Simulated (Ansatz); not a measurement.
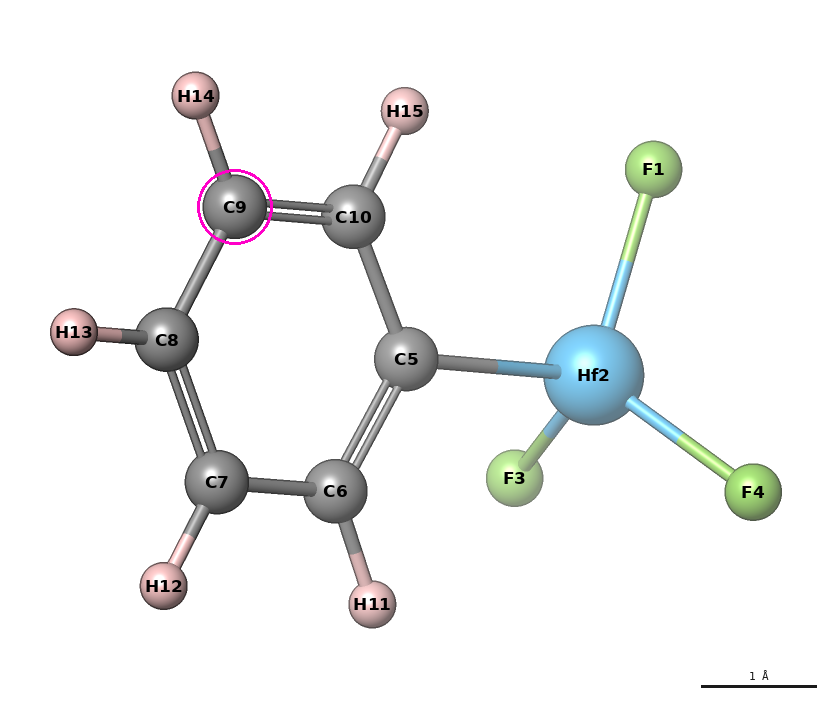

Orthographic view. Depth is shown by fading: the farther an atom, the more it takes the colour of the background. Charge 0, singlet. Computed geometry: PBE0-D4/def2-TZVP optimisation.

> Name the neighbours of the circled atom.

The circled atom is C9; it is bonded to C8, C10, H14.

> Of C6 and C7, which is nearer the viewer?

C7; the bond to C6 points away from the viewer, so it looks shorter than its 1.39 Å.

> What is the shortest path along bonds from the circled atom to F1?

C9–C10–C5–Hf2–F1, 4 bonds; through space the two are 4.88 Å apart.

> Which atom is nearest the viewer?

H13, 2.2 Å in front of the mean position.
